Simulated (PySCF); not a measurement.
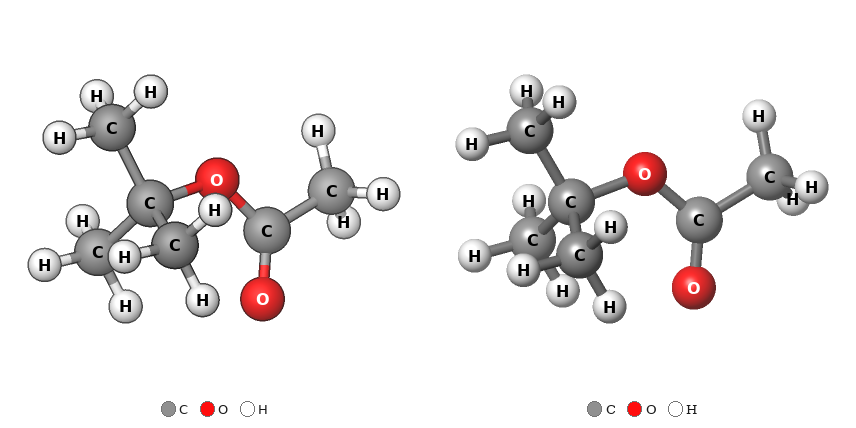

Both panels show the same species.

The geometry was computed by an optimisation with PBE0-D3(BJ)/def2-SVP. No frequency run is at hand to confirm it as a minimum.

Describe the molecule.

Formula C₆H₁₂O₂. SMILES: `CC(=O)OC(C)(C)C`. It has no ring. Among its groups: ester. Coordination: 5 C tetrahedral; 1 C trigonal planar; 1 O bent.

The parts below concern this one geometry. Atoms keep their numbers from picture to picture.

Geometry

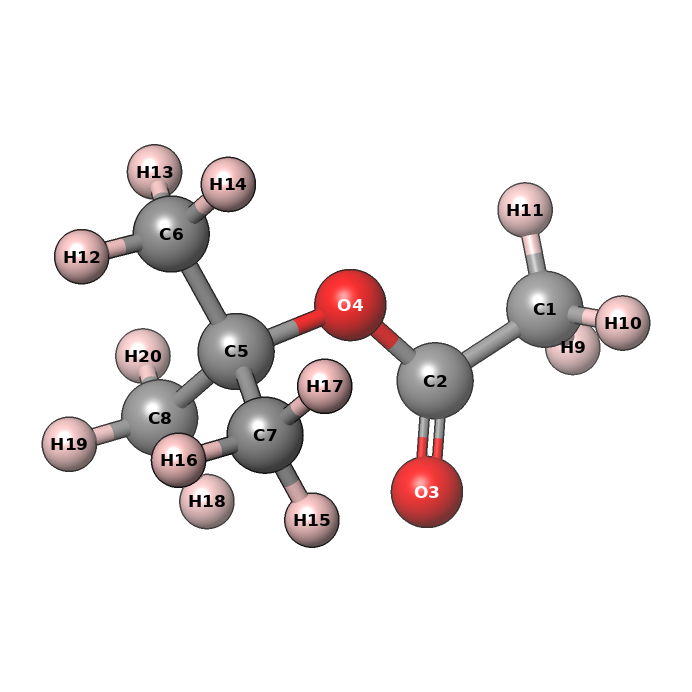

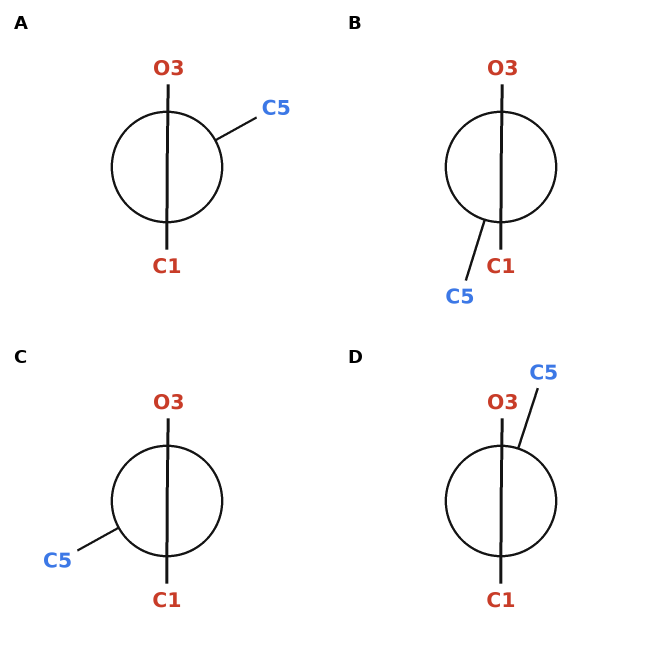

Distant atoms are faded towards the background colour. Bonds that would overlap in a projection are set slightly apart. No frequency run is at hand to confirm it as a minimum.

> Which Newman projection shows the view along C2–O4, with C2 in front?

D. The torsion angle O3–C2–O4–C5 is 0°, synperiplanar (eclipsed).

Quadrupole coupling

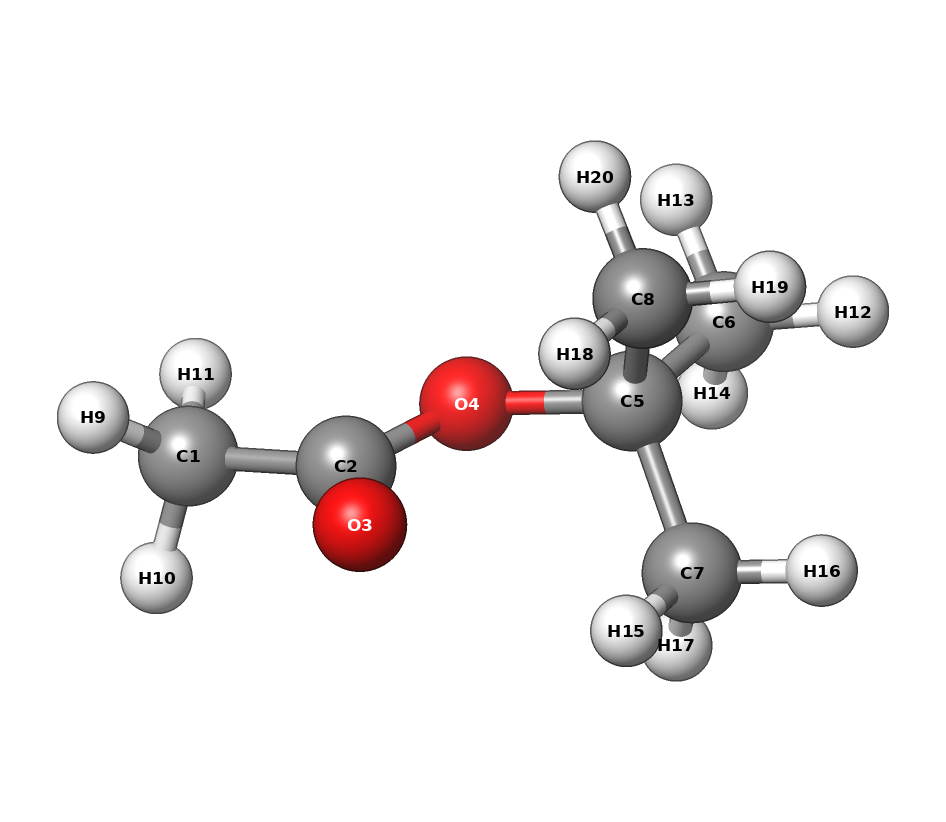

No frequency run is at hand to confirm it as a minimum. Electric field gradients from the ground-state density, PBE0/pcSseg-1 in chloroform (IEF-PCM) (PySCF 2.14.0), non-relativistic apart from any core potentials.

Give the largest field-gradient component, the quadrupole coupling constant and the asymmetry for 17O at O3 (Q = −25.6 mb), 17O at O4 (Q = −25.6 mb).

| atom | V_zz (a.u.) | e²qQ/h (MHz) | η |
| --- | --- | --- | --- |
| O3 | −1.602 | 9.64 | 0.06 |
| O4 | 1.658 | −9.97 | 0.26 |

NMR shielding

The questions are on isotropic NMR shieldings of the H atoms. No frequency run is at hand to confirm it as a minimum. Level of theory: GIAO PBE0/pcSseg-1 NMR shielding, non-relativistic, IEF-PCM methanol (PySCF 2.14.0).

> Which H atom is the most shielded (lowest chemical shift)?

H16, H17 (30.19 ppm).

> Which H atom is the least shielded (highest chemical shift)?

H15, H18 (28.73 ppm).

> How wide is the range of H shifts?

1.46 ppm.

Give the isotropic NMR shieldings of the H atoms atom by atom.

| atom | σ (ppm) |
| --- | --- |
| H9 | 29.25 |
| H10 | 28.88 |
| H11 | 29.31 |
| H12 | 30.15 |
| H13 | 29.87 |
| H14 | 29.86 |
| H15 | 28.73 |
| H16 | 30.19 |
| H17 | 30.19 |
| H18 | 28.73 |
| H19 | 30.18 |
| H20 | 30.18 |

Charges

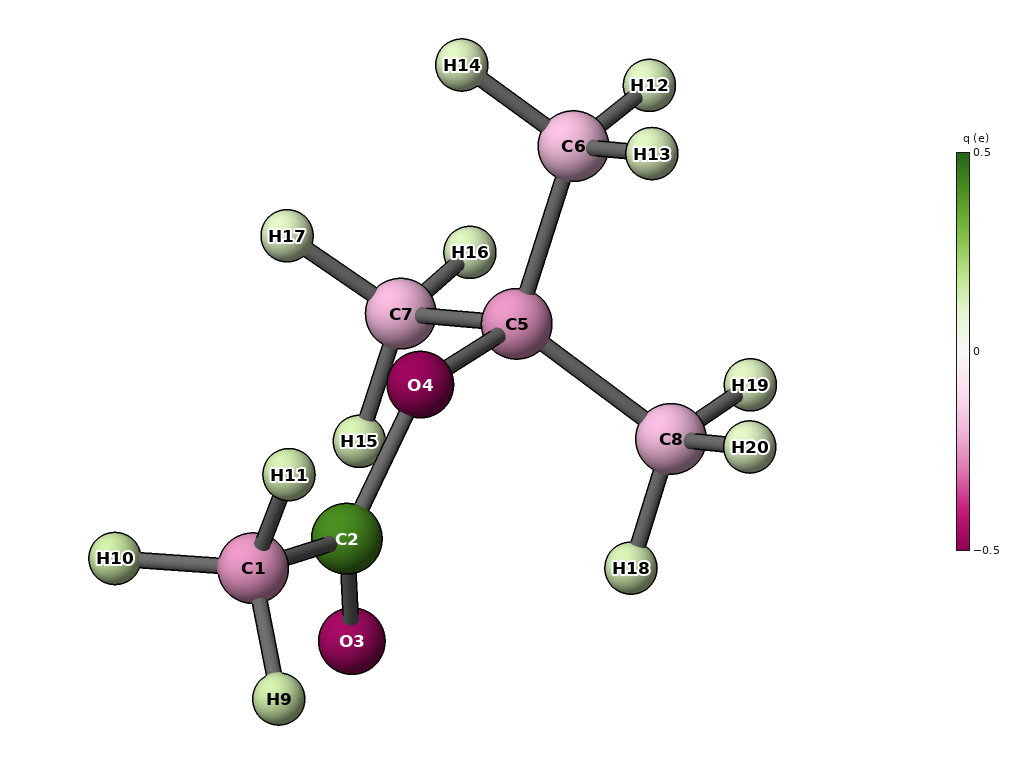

Atoms are coloured by their Mulliken charges. No frequency run is at hand to confirm it as a minimum. Properties computed with PBE0/pcSseg-1 in chloroform (IEF-PCM) (PySCF 2.14.0).

Give the Mulliken charges atom by atom.

```csv
atom,value (e)
C1,−0.25
C2,0.41
O3,−0.46
O4,−0.47
C5,−0.25
C6,−0.18
C7,−0.20
C8,−0.20
H9,0.15
H10,0.16
H11,0.14
H12,0.12
H13,0.12
H14,0.12
H15,0.14
H16,0.13
H17,0.12
H18,0.14
H19,0.12
H20,0.12
```

Mulliken values depend strongly on the basis set and can even reverse the polarity of a bond.
